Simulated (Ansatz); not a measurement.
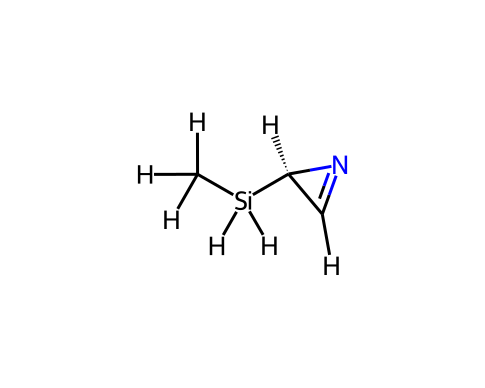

Structural formula above. The geometry was computed by an optimisation with PBE-D4/def2-SVP. No frequency run is at hand to confirm it as a minimum.

What does the molecule look like in three dimensions?

It has 12 atoms: 3 carbon, 7 hydrogen, 1 nitrogen and 1 silicon (C3H7NSi). Its SMILES string is `C[SiH2][C@@H]1C=N1`. Independent rings (smallest set): 1 of 3 members. Among its groups: imine, Si–H bond. The point group is C1. Coordination, clear cases only: 1 C tetrahedral; 1 Si tetrahedral.

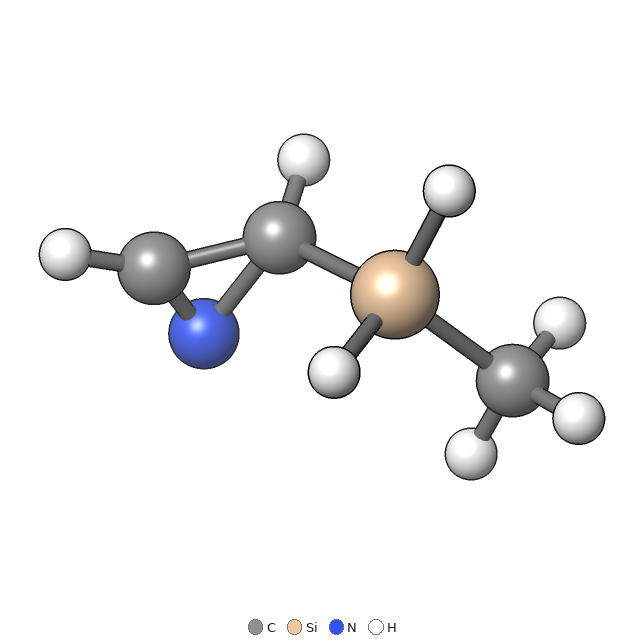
